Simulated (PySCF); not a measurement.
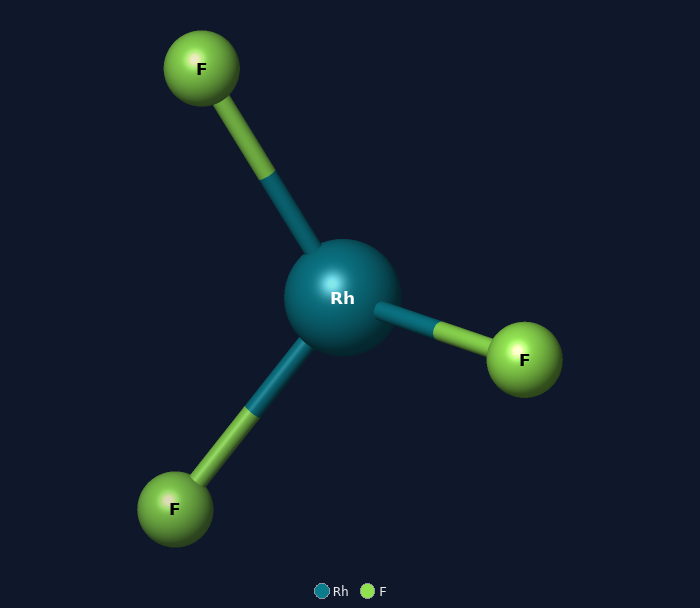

A molecule with one transition-metal atom. Charge 0, singlet. The computed structure is the end point of a PBE0/def2-TZVP with core potentials optimisation.

### Describe the coordination sphere.

Rh binds 3 atoms: 3 F at 1.82 Å. The arrangement is trigonal pyramidal.

### Give the formal oxidation state and the d-electron count.

Rh(III), d⁶, counting the ligands as closed-shell ions or neutral donors.

The search tried a few shapes and spins; others may lie lower.
